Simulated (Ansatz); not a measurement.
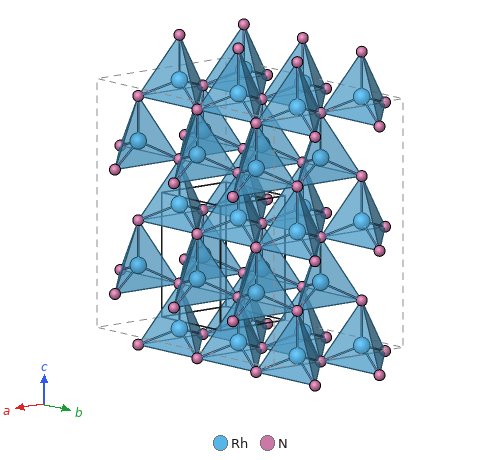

Polyhedra are drawn about Rh (bonds: N–Rh below 2.4 Å); other atoms are plain spheres.

RhN (space group P6_3mc, No. 186). Coordinates: the input geometry of an electronic-structure calculation (not necessarily at equilibrium); the starting structure was generated, so it need not be a known form of this composition.

What figure surrounds each Rh atom, and what does it share with the other drawn polyhedra?

Answer. Rh: RhN4 tetrahedron, sharing corners with twelve neighbours.

How do these polyhedra hang together as a whole?

Answer. They form a three-dimensional framework of corner-sharing tetrahedra.

How far apart are the centres of linked polyhedra?

Answer. Centre to centre across a shared corner: 3.12 to 3.40 Å.
